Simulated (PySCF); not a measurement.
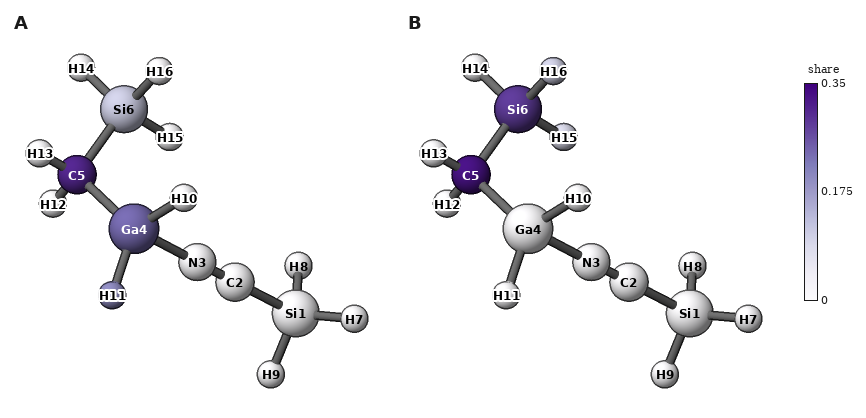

Each panel colours the atoms by their Löwdin share in one orbital (up to four of the largest shares; other atoms are shown as zero). Computed geometry: GFN2-xTB optimisation. No frequency run is at hand to confirm it as a minimum. Level of theory: CAM-B3LYP/def2-SVPD (PySCF 2.14.0).

Question: The panels show the HOMO−2, HOMO, in some order. Which is which?

Answer: A: HOMO, −8.20 eV; C5 0.30, Ga4 0.24, H11 0.20, Si6 0.10
B: HOMO−2, −10.09 eV; C5 0.33, Si6 0.28, H16 0.10, H15 0.09

The geometry is semi-empirical. Around Ga, Si such bond lengths and angles can be off by a tenth of an ångström or more and by several degrees, and values that hang on the shape move with them.
